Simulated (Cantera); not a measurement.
Input: 1 mol C, 1.9 mol NH3, 23 mol H2, held at 0.270 bar.

Method: chemical equilibrium by Gibbs-energy minimisation in Cantera with the NASA 1993 tables (ideal gas, pure condensed phases). Candidate condensed phases: C, C6H6, C7H8, C8H18; 110 gas species. Ions and electrons are included (thermal ionisation). Kinetics and transport are ignored.

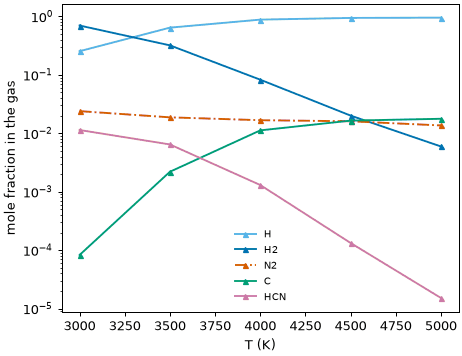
Fig. 1. Equilibrium gas composition (values under 1e-9 drawn at 1e-9)

From 3000 K to 5000 K nothing is condensed. The main C-bearing gas is C2H2 (acetylene) at 3000 K and C at 5000 K.
